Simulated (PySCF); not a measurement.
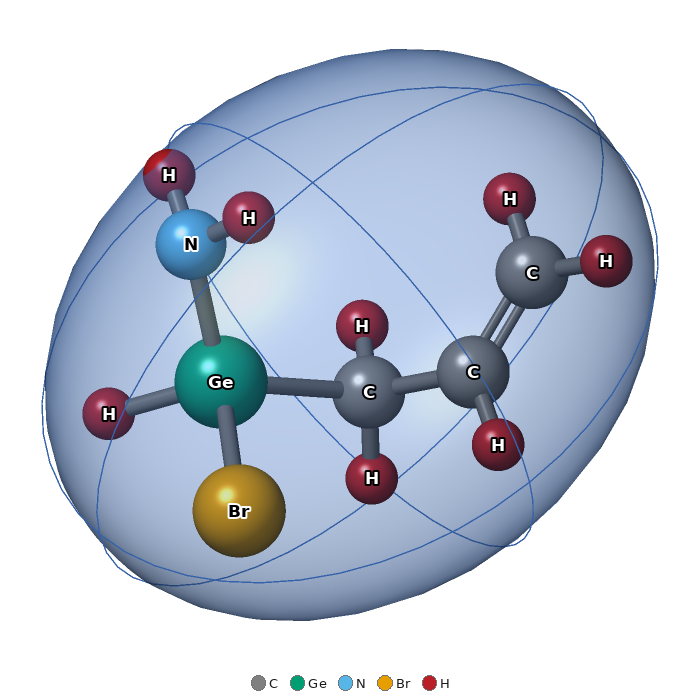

The ellipsoid shows the static dipole polarisability: its half-axes are proportional to the principal values. Computed geometry: GFN2-xTB optimisation. No frequency run is at hand to confirm it as a minimum. Computed with ωB97X-D/def2-SVPD (PySCF 2.14.0).

Question. Give the principal values, the mean and the anisotropy.

Answer. Principal values 84.9, 92.3, 113.3 bohr³; mean 96.8 bohr³ (14.35 Å³); anisotropy 25.5 bohr³, so the longest axis is 1.33 times the shortest.

The geometry is semi-empirical. Around Br, Ge such bond lengths and angles can be off by a tenth of an ångström or more and by several degrees, and values that hang on the shape move with them.
